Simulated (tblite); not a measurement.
Geometry relaxation, with input and output: C₅H₁₁N₃Si (part 1 of 3)

C₅H₁₁N₃Si, SMILES CC(C)n1nncc1[SiH3], computed with GFN2-xTB geometry optimisation, gas phase (tblite 0.8.0).

It belongs to a series of runs on one base structure; here: C2H5 replaced by iPr.

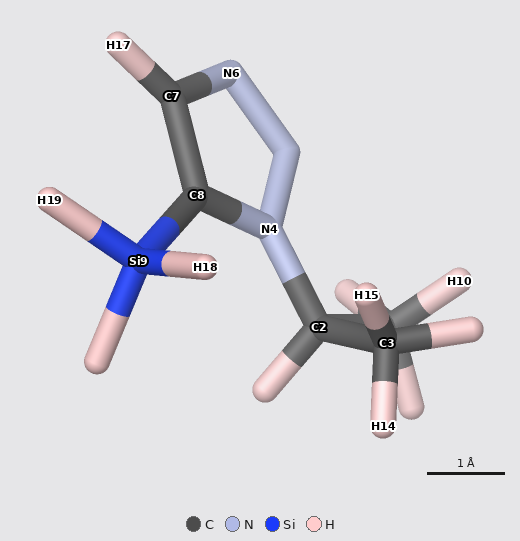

**Figure 1.** The starting structure (stick view, seen at a tilt; atoms are numbered from 1 in the order of the input). Bond lengths as drawn: C–C 1.40 to 1.53 Å, C–H 1.07 to 1.14 Å, C–N 1.34 to 1.45 Å, C–Si 1.82 Å, H–Si 1.47 to 1.48 Å and N–N 1.30 to 1.35 Å.

## Results in brief

```tsv
quantity	value
outcome	converged
total energy	−729.3147 eV
hardware	1 CPU thread, shared host
wall time	2.2 s
peak memory	0.18 GiB
```

## The input
```
{"job": {"kind": "relax", "xc": "GFN2-xTB", "basis": "xTB"}, "charge": 0, "multiplicity": 1}
C     -2.221000    -0.591000    -0.643300
C     -0.998000     0.257400    -0.311300
C     -1.345700     0.992500     0.956700
N      0.091700    -0.681900    -0.146000
N     -0.004700    -2.023600    -0.202600
N      1.140000    -2.611900    -0.022300
C      2.041800    -1.620400     0.184600
C      1.373200    -0.394800     0.116900
Si     2.168000     1.229300     0.329500
H     -2.577600    -1.031700     0.332900
H     -2.976300     0.086800    -1.066900
H     -1.885100    -1.353000    -1.346600
H     -0.841900     0.918400    -1.162100
H     -1.679700     2.014900     0.654200
H     -0.525900     1.049900     1.686700
H     -2.259800     0.551500     1.473800
H      3.080600    -1.805300     0.378000
H      1.881700     1.862500     1.624500
H      3.633400     1.016800     0.314000
H      1.900100     2.144400    -0.792400
```

The first line tells a small driver script what to run in tblite; the rest is the geometry in Å.

Launched with:
```bash
OMP_NUM_THREADS=1 python <driver script> task.json out
```

## What the program printed
```
step      E/eV     max force
  0    -728.62579    2.366
  1    -728.86817    0.875
  2    -728.94867    0.736
  3    -729.00185    0.584
  4    -729.06593    0.500
  5    -729.09451    0.378
  6    -729.11345    0.320
  7    -729.12490    0.179
  8    -729.13114    0.169
  9    -729.13615    0.170
 10    -729.14109    0.235
 11    -729.14633    0.231
 12    -729.15228    0.169
 13    -729.15815    0.180
 14    -729.16268    0.132
 15    -729.16586    0.134
 16    -729.16843    0.121
 17    -729.17076    0.113
 18    -729.17306    0.107
 19    -729.17564    0.117
 20    -729.17877    0.186
 21    -729.18232    0.198
 22    -729.18569    0.145
 23    -729.18855    0.146
 24    -729.19165    0.172
 25    -729.19649    0.289
 26    -729.20332    0.332
 27    -729.20988    0.226
 28    -729.21488    0.164
 29    -729.21872    0.157
 30    -729.22234    0.201
 31    -729.22656    0.210
 32    -729.23028    0.147
 33    -729.23342    0.135
 34    -729.23626    0.119
 35    -729.23983    0.179
 36    -729.24328    0.168
 37    -729.24669    0.123
 38    -729.24942    0.142
 39    -729.25242    0.143
 40    -729.25512    0.197
 41    -729.25723    0.148
 42    -729.25894    0.103
 43    -729.26049    0.086
 44    -729.26183    0.113
 45    -729.26407    0.137
 46    -729.26622    0.107
 47    -729.26833    0.112
 48    -729.27021    0.110
 49    -729.27205    0.145
 50    -729.27403    0.140
 51    -729.27619    0.114
 52    -729.27822    0.105
 53    -729.27989    0.089
 54    -729.28139    0.079
 55    -729.28291    0.108
 56    -729.28417    0.115
 57    -729.28504    0.072
 58    -729.28552    0.042
 59    -729.28578    0.044
 60    -729.28605    0.057
 61    -729.28653    0.055
 62    -729.28700    0.056
 63    -729.28735    0.045
 64    -729.28757    0.036
 65    -729.28775    0.035
 66    -729.28795    0.040
 67    -729.28817    0.044
 68    -729.28840    0.034
 69    -729.28862    0.035
 70    -729.28881    0.035
 71    -729.28900    0.034
 72    -729.28922    0.037
 73    -729.28948    0.034
 74    -729.28975    0.038
 75    -729.29000    0.035
 76    -729.29023    0.037
 77    -729.29049    0.038
 78    -729.29075    0.034
 79    -729.29098    0.032
 80    -729.29117    0.031
 81    -729.29134    0.033
 82    -729.29153    0.028
 83    -729.29170    0.029
 84    -729.29182    0.022
 85    -729.29189    0.020
 86    -729.29195    0.019
 87    -729.29201    0.021
 88    -729.29206    0.023
 89    -729.29212    0.017
 90    -729.29218    0.020
 91    -729.29225    0.022
 92    -729.29235    0.025
 93    -729.29248    0.027
 94    -729.29259    0.021
 95    -729.29266    0.021
 96    -729.29272    0.020
 97    -729.29277    0.018
 98    -729.29284    0.019
 99    -729.29292    0.021
100    -729.29299    0.015
101    -729.29304    0.014
102    -729.29308    0.014
103    -729.29314    0.016
104    -729.29321    0.020
105    -729.29330    0.022
106    -729.29338    0.017
107    -729.29346    0.023
108    -729.29356    0.026
109    -729.29369    0.031
110    -729.29385    0.039
111    -729.29406    0.038
112    -729.29433    0.044
113    -729.29466    0.045
114    -729.29505    0.042
115    -729.29556    0.065
116    -729.29627    0.078
117    -729.29722    0.070
118    -729.29825    0.062
119    -729.29921    0.066
120    -729.29933    0.100
121    -729.29892    0.166
122    -729.30112    0.061
123    -729.30186    0.059
124    -729.30166    0.174
125    -729.30461    0.045
126    -729.30579    0.041
127    -729.30327    0.254
128    -729.30771    0.054
129    -729.30815    0.063
130    -729.30896    0.072
131    -729.30929    0.062
132    -729.31013    0.062
133    -729.31049    0.041
134    -729.31084    0.028
135    -729.31116    0.037
136    -729.31132    0.034
137    -729.31146    0.032
138    -729.31163    0.033
139    -729.31183    0.032
140    -729.31199    0.037
141    -729.31221    0.035
142    -729.31249    0.028
143    -729.31279    0.034
144    -729.31304    0.028
145    -729.31322    0.023
146    -729.31333    0.025
147    -729.31343    0.028
148    -729.31355    0.024
149    -729.31364    0.014
150    -729.31369    0.015
151    -729.31373    0.015
152    -729.31379    0.020
153    -729.31387    0.019
154    -729.31396    0.021
155    -729.31404    0.027
156    -729.31413    0.029
157    -729.31424    0.027
158    -729.31440    0.034
159    -729.31454    0.029
160    -729.31463    0.015
161    -729.31467    0.011
162    -729.31470    0.009
```

## Trajectory as extended XYZ (Å, eV, eV/Å), 24 of the 163 frames kept, from step=0 to step=162
```
20
Properties=species:S:1:pos:R:3:forces:R:3 step=0 energy=-728.62579
C    -2.2210   -0.5910   -0.6433   -0.3510  -0.0460   0.3990
C    -0.9980    0.2574   -0.3113   -0.6650  -1.5170   0.1310
C    -1.3457    0.9925    0.9567   -1.0380   1.2960   0.9280
N     0.0917   -0.6819   -0.1460    0.9170  -1.1680   0.2350
N    -0.0047   -2.0236   -0.2026   -0.5420  -0.6270  -0.2910
N     1.1400   -2.6119   -0.0223   -0.6940   2.2620   0.0410
C     2.0418   -1.6204    0.1846   -0.7000  -0.2850  -0.0710
C     1.3732   -0.3948    0.1169    0.9250  -0.4190   0.0930
Si    2.1680    1.2293    0.3295    1.2100   1.3030   0.0550
H    -2.5776   -1.0317    0.3329    0.1590   0.0500  -1.4630
H    -2.9763    0.0868   -1.0669    0.0470  -0.6140   0.1420
H    -1.8851   -1.3530   -1.3466   -0.6280  -0.0530   0.0900
H    -0.8419    0.9184   -1.1621    0.6380   0.1320   0.0760
H    -1.6797    2.0149    0.6542    0.4790  -0.5630   0.5230
H    -0.5259    1.0499    1.6867   -0.3360   0.1000  -0.3730
H    -2.2598    0.5515    1.4738    1.3370   0.3550  -0.5000
H     3.0806   -1.8053    0.3780   -0.1020   0.0070  -0.0430
H     1.8817    1.8625    1.6245   -0.1770  -0.0520  -0.0970
H     3.6334    1.0168    0.3140   -0.2690  -0.0610  -0.0020
H     1.9001    2.1444   -0.7924   -0.2100  -0.1010   0.1270
20
Properties=species:S:1:pos:R:3:forces:R:3 step=7 energy=-729.12490
C    -2.2383   -0.6181   -0.6691   -0.1030  -0.0700  -0.0210
C    -1.0123    0.2063   -0.2851   -0.1140   0.0040  -0.0100
C    -1.3447    1.0302    0.9663   -0.0300   0.0190   0.1430
N     0.1143   -0.6788   -0.1010   -0.0650  -0.1000   0.0700
N    -0.0325   -1.9912   -0.2028   -0.0780  -0.1190   0.1020
N     1.1018   -2.5615   -0.0270   -0.0560   0.0780   0.0030
C     2.0193   -1.6127    0.1877    0.1070   0.0320  -0.0080
C     1.4136   -0.3657    0.1338    0.0320  -0.0110   0.1050
Si    2.2400    1.2960    0.3305    0.0510  -0.0130  -0.0110
H    -2.6261   -1.1133    0.2201    0.0130  -0.0500  -0.0980
H    -3.0146    0.0296   -1.0719    0.0690  -0.0260   0.0030
H    -1.9926   -1.3966   -1.3864    0.0240   0.1420  -0.0890
H    -0.7337    0.8832   -1.0968   -0.0140   0.0990  -0.1480
H    -1.6350    2.0444    0.6979    0.0300  -0.0910  -0.0140
H    -0.5157    1.0862    1.6652    0.1170   0.0100  -0.0970
H    -2.1785    0.5647    1.4879    0.0350   0.0710   0.0820
H     3.0486   -1.8393    0.3663    0.0590  -0.0600  -0.0140
H     1.8482    1.8767    1.6244    0.0330   0.0260  -0.1220
H     3.6789    1.0088    0.3129   -0.1100   0.0990  -0.0070
H     1.8543    2.1618   -0.7948    0.0000  -0.0400   0.1310
20
Properties=species:S:1:pos:R:3:forces:R:3 step=14 energy=-729.16268
C    -2.2457   -0.6207   -0.6941   -0.0700  -0.0640  -0.0190
C    -1.0277    0.1959   -0.2746   -0.0470  -0.0100   0.0130
C    -1.3312    1.0292    0.9740   -0.0190   0.0770   0.1050
N     0.0971   -0.6913   -0.0548    0.0060  -0.0350  -0.0700
N    -0.0458   -2.0045   -0.1521   -0.0280  -0.0370   0.0010
N     1.0952   -2.5674   -0.0060   -0.0380   0.0010   0.0540
C     2.0182   -1.6178    0.1915   -0.0060  -0.0420   0.0560
C     1.4025   -0.3736    0.1668    0.0480  -0.0460  -0.0600
Si    2.2392    1.2877    0.3319   -0.0420  -0.0100   0.0000
H    -2.6350   -1.1735    0.1561    0.0180  -0.0310   0.0100
H    -3.0270    0.0295   -1.0777    0.0250   0.0880   0.0570
H    -1.9896   -1.3435   -1.4614    0.0820   0.0170  -0.0720
H    -0.7475    0.8699   -1.0926    0.0910   0.0170  -0.0420
H    -1.6243    2.0384    0.7022   -0.0310   0.0210  -0.0470
H    -0.4556    1.0951    1.6108    0.0490   0.0330   0.0420
H    -2.1401    0.5921    1.5548    0.0470  -0.0820  -0.0100
H     3.0499   -1.8648    0.3450   -0.0330   0.0540  -0.0150
H     1.8531    1.9120    1.5944   -0.0100   0.0390   0.1220
H     3.6786    1.0523    0.3048    0.0100  -0.0130  -0.0190
H     1.8305    2.1658   -0.7608   -0.0540   0.0230  -0.1060
20
Properties=species:S:1:pos:R:3:forces:R:3 step=21 energy=-729.18232
C    -2.2410   -0.6162   -0.7116    0.0070   0.0410  -0.0210
C    -1.0254    0.1926   -0.2698    0.0550  -0.0220   0.0220
C    -1.3119    1.0303    0.9832   -0.0180   0.0110   0.0030
N     0.0864   -0.7075   -0.0546    0.0740   0.0210   0.0630
N    -0.0664   -2.0219   -0.1140    0.0750   0.0540   0.0500
N     1.0739   -2.5843    0.0458    0.0690   0.0560  -0.0030
C     2.0034   -1.6317    0.2111    0.0200   0.0150  -0.0080
C     1.3937   -0.3845    0.1541    0.0470  -0.0280   0.0280
Si    2.2107    1.2971    0.3320   -0.0830  -0.1740  -0.0460
H    -2.6238   -1.2305    0.1014    0.1020   0.0590  -0.0280
H    -3.0213    0.0611   -1.0439   -0.0590   0.0130  -0.0020
H    -1.9639   -1.2776   -1.5281   -0.0540   0.0210  -0.0200
H    -0.7201    0.8605   -1.0879   -0.0220   0.0260   0.0320
H    -1.6413    2.0259    0.6977   -0.0650  -0.0320   0.0240
H    -0.4169    1.1344    1.5919   -0.0280   0.0090  -0.0340
H    -2.0845    0.5686    1.5948    0.0400  -0.0320  -0.0400
H     3.0445   -1.8626    0.3357   -0.1180  -0.0100   0.0420
H     1.8608    1.9291    1.6086   -0.0270  -0.0340  -0.0090
H     3.6505    1.0735    0.2867    0.0430  -0.0220  -0.0220
H     1.7874    2.1542   -0.7750   -0.0590   0.0270  -0.0320
20
Properties=species:S:1:pos:R:3:forces:R:3 step=28 energy=-729.21488
C    -2.2137   -0.5635   -0.7603    0.0660   0.0050   0.0690
C    -0.9919    0.2060   -0.2678    0.0380   0.0280  -0.0430
C    -1.2950    1.0251    0.9911   -0.0470  -0.0930  -0.0670
N     0.0914   -0.7199   -0.0179   -0.0060   0.0080  -0.0820
N    -0.0774   -2.0326   -0.0171   -0.0190  -0.0010  -0.0880
N     1.0620   -2.5998    0.1376   -0.0400  -0.0300   0.0590
C     2.0032   -1.6534    0.2478   -0.0230  -0.0200   0.0630
C     1.4028   -0.4085    0.1530   -0.0350   0.0080   0.0240
Si    2.1622    1.2870    0.2881    0.0630   0.0160  -0.0010
H    -2.5101   -1.2766    0.0010   -0.1040  -0.0420   0.0380
H    -3.0337    0.1218   -0.9628    0.0570  -0.0230   0.0180
H    -1.9796   -1.1257   -1.6615    0.0120   0.0810   0.0060
H    -0.6521    0.8871   -1.0580    0.0620   0.0180  -0.0210
H    -1.7580    1.9689    0.7134   -0.0510  -0.0610   0.0660
H    -0.3818    1.2351    1.5446   -0.1090   0.0230  -0.0530
H    -1.9680    0.4652    1.6334   -0.0330   0.0310   0.0880
H     3.0362   -1.8912    0.3883    0.0340  -0.0300  -0.0010
H     1.8462    1.8849    1.5907   -0.0230   0.0260  -0.0330
H     3.5996    1.0802    0.2200    0.1340   0.0390  -0.0870
H     1.6527    2.1206   -0.8054    0.0250   0.0150   0.0460
20
Properties=species:S:1:pos:R:3:forces:R:3 step=35 energy=-729.23983
C    -2.1926   -0.5334   -0.7841    0.0300   0.0340   0.0040
C    -0.9687    0.2133   -0.2712   -0.0160   0.0510   0.0080
C    -1.3068    1.0046    0.9957    0.0250  -0.0280  -0.0290
N     0.1037   -0.7244   -0.0214   -0.0700   0.0190   0.0210
N    -0.0853   -2.0333    0.0160   -0.0630  -0.0010  -0.0080
N     1.0421   -2.6121    0.2099   -0.0550  -0.0380  -0.0200
C     1.9942   -1.6762    0.3039    0.0060  -0.0280  -0.0290
C     1.4163   -0.4272    0.1609   -0.0680   0.0180  -0.0160
Si    2.1692    1.2706    0.2577    0.0500   0.1300   0.0110
H    -2.4622   -1.3060   -0.0704   -0.0410  -0.0330  -0.0350
H    -3.0220    0.1589   -0.8977   -0.0040  -0.0020  -0.0250
H    -1.9841   -1.0022   -1.7412   -0.0080  -0.0350   0.0030
H    -0.5984    0.9088   -1.0382   -0.0670  -0.0070   0.0360
H    -1.8736    1.8960    0.7406   -0.0320  -0.0390  -0.0260
H    -0.3961    1.3124    1.4990   -0.0230   0.0410   0.0580
H    -1.8976    0.4001    1.6785    0.0200  -0.0540   0.0080
H     3.0229   -1.9246    0.4334    0.1430  -0.0600   0.0900
H     1.8355    1.8684    1.5572    0.0740   0.0090  -0.0060
H     3.6120    1.1116    0.1297    0.0230   0.0340  -0.0480
H     1.5863    2.1053   -0.8002    0.0780  -0.0110   0.0040
20
Properties=species:S:1:pos:R:3:forces:R:3 step=42 energy=-729.25894
C    -2.1832   -0.5111   -0.7996   -0.0300  -0.0360  -0.0410
C    -0.9587    0.2238   -0.2669   -0.0500  -0.0090   0.0030
C    -1.3232    0.9831    1.0083   -0.0320   0.0090   0.0410
N     0.1109   -0.7173   -0.0222    0.0150   0.0220  -0.0250
N    -0.0980   -2.0234    0.0279    0.0210   0.0220  -0.0010
N     1.0183   -2.6169    0.2397    0.0150   0.0070  -0.0040
C     1.9881   -1.6959    0.3312   -0.0320   0.0350   0.0600
C     1.4288   -0.4366    0.1664    0.0170   0.0300   0.0140
Si    2.1976    1.2657    0.2373    0.0040   0.0350  -0.0240
H    -2.4520   -1.3228   -0.1283    0.0120   0.0460   0.0080
H    -3.0162    0.1843   -0.8741    0.0220  -0.0410  -0.0440
H    -1.9859   -0.9399   -1.7782    0.0140   0.0080  -0.0110
H    -0.5997    0.9398   -1.0184    0.0180  -0.0240   0.0270
H    -1.9821    1.8088    0.7518   -0.0250  -0.0130   0.0530
H    -0.4444    1.3872    1.5030    0.0120  -0.0090  -0.0380
H    -1.8390    0.3218    1.7004    0.0110  -0.0070   0.0170
H     3.0092   -1.9651    0.5155   -0.0460   0.0160  -0.0320
H     1.8855    1.8673    1.5425    0.0920  -0.0280  -0.0380
H     3.6401    1.1538    0.0313   -0.0620  -0.0380   0.0280
H     1.5987    2.1040   -0.8094    0.0230  -0.0260   0.0050
20
Properties=species:S:1:pos:R:3:forces:R:3 step=49 energy=-729.27205
C    -2.1793   -0.5076   -0.8247   -0.0540  -0.0010  -0.0210
C    -0.9718    0.2321   -0.2620   -0.0200   0.0020  -0.0320
C    -1.3486    0.9605    1.0276   -0.0090   0.0260   0.0270
N     0.1060   -0.7009   -0.0262    0.0250  -0.0100   0.0120
N    -0.1070   -2.0051    0.0238    0.0240  -0.0230   0.0670
N     1.0027   -2.6006    0.2600    0.0260  -0.0310  -0.0020
C     1.9742   -1.6833    0.3685   -0.0310  -0.0040  -0.0420
C     1.4218   -0.4224    0.1823    0.0420  -0.0040   0.0130
Si    2.2163    1.2696    0.2137    0.0450  -0.0130   0.0110
H    -2.4533   -1.3193   -0.1553    0.0110   0.0040  -0.0610
H    -3.0177    0.1784   -0.9121    0.0020   0.0120  -0.0160
H    -1.9655   -0.9206   -1.8075    0.0390  -0.0400   0.0600
H    -0.6064    0.9610   -0.9938   -0.0080   0.0790  -0.0270
H    -2.0701    1.7433    0.8043   -0.0010  -0.0360   0.0190
H    -0.4763    1.4212    1.4835    0.0140  -0.0090   0.0150
H    -1.7943    0.2660    1.7370    0.0350  -0.0010  -0.0150
H     2.9911   -1.9725    0.5565   -0.0990   0.1060  -0.0100
H     1.9984    1.8663    1.5358   -0.0360   0.0310  -0.0170
H     3.6508    1.1399   -0.0154    0.0170  -0.0750  -0.0290
H     1.6238    2.1048   -0.8379   -0.0230  -0.0150   0.0470
20
Properties=species:S:1:pos:R:3:forces:R:3 step=56 energy=-729.28417
C    -2.1765   -0.5020   -0.8513   -0.0230   0.0110  -0.0130
C    -0.9879    0.2490   -0.2622   -0.0110  -0.0230   0.0190
C    -1.3697    0.9376    1.0482    0.0230  -0.0140  -0.0060
N     0.0953   -0.6809   -0.0300   -0.0090   0.0010   0.0380
N    -0.1213   -1.9861    0.0393    0.0040   0.0260  -0.0450
N     0.9864   -2.5840    0.2806    0.0010   0.0700   0.0530
C     1.9535   -1.6632    0.3864    0.0470   0.0160   0.0040
C     1.4083   -0.4025    0.1899    0.0080  -0.0300  -0.0240
Si    2.2574    1.2637    0.2008   -0.0560  -0.1000  -0.0040
H    -2.4645   -1.3136   -0.1885    0.0020   0.0280  -0.0010
H    -3.0175    0.1751   -0.9756    0.0220   0.0030  -0.0190
H    -1.9199   -0.9306   -1.8160    0.0100  -0.0010  -0.0080
H    -0.6279    1.0055   -0.9714   -0.0070  -0.0190  -0.0030
H    -2.1514    1.6695    0.8705   -0.0290   0.0150  -0.0210
H    -0.5102    1.4462    1.4743    0.0470   0.0360   0.0350
H    -1.7334    0.2057    1.7637   -0.0130  -0.0500   0.0220
H     2.9702   -1.9259    0.5933    0.0130  -0.0300  -0.0110
H     2.0873    1.8851    1.5146   -0.0260   0.0290   0.0440
H     3.6748    1.0655   -0.0771    0.0220  -0.0350  -0.0180
H     1.6416    2.0966   -0.8314   -0.0250   0.0660  -0.0420
20
Properties=species:S:1:pos:R:3:forces:R:3 step=63 energy=-729.28735
C    -2.1724   -0.4939   -0.8623    0.0100   0.0050   0.0010
C    -0.9879    0.2519   -0.2584    0.0120   0.0010   0.0030
C    -1.3696    0.9282    1.0591   -0.0070  -0.0030  -0.0200
N     0.0952   -0.6778   -0.0271   -0.0010  -0.0050  -0.0170
N    -0.1228   -1.9814    0.0522   -0.0180   0.0030   0.0410
N     0.9832   -2.5768    0.3066   -0.0050  -0.0030  -0.0280
C     1.9537   -1.6587    0.3970    0.0050  -0.0060   0.0050
C     1.4088   -0.4006    0.1858   -0.0060  -0.0070  -0.0020
Si    2.2550    1.2632    0.1906   -0.0120  -0.0060  -0.0070
H    -2.4680   -1.3056   -0.2050   -0.0220  -0.0050   0.0110
H    -3.0100    0.1839   -0.9985    0.0060   0.0230   0.0010
H    -1.9036   -0.9184   -1.8253    0.0140  -0.0190  -0.0110
H    -0.6308    1.0113   -0.9657    0.0240   0.0020   0.0260
H    -2.1738    1.6378    0.8865   -0.0110   0.0080   0.0160
H    -0.5194    1.4618    1.4792   -0.0140  -0.0220  -0.0050
H    -1.7076    0.1816    1.7746    0.0060   0.0070  -0.0030
H     2.9691   -1.9289    0.5988    0.0210   0.0010   0.0070
H     2.0937    1.8904    1.5069    0.0000  -0.0070  -0.0140
H     3.6662    1.0317   -0.1044   -0.0100   0.0190   0.0010
H     1.6360    2.1111   -0.8327    0.0080   0.0130  -0.0040
```
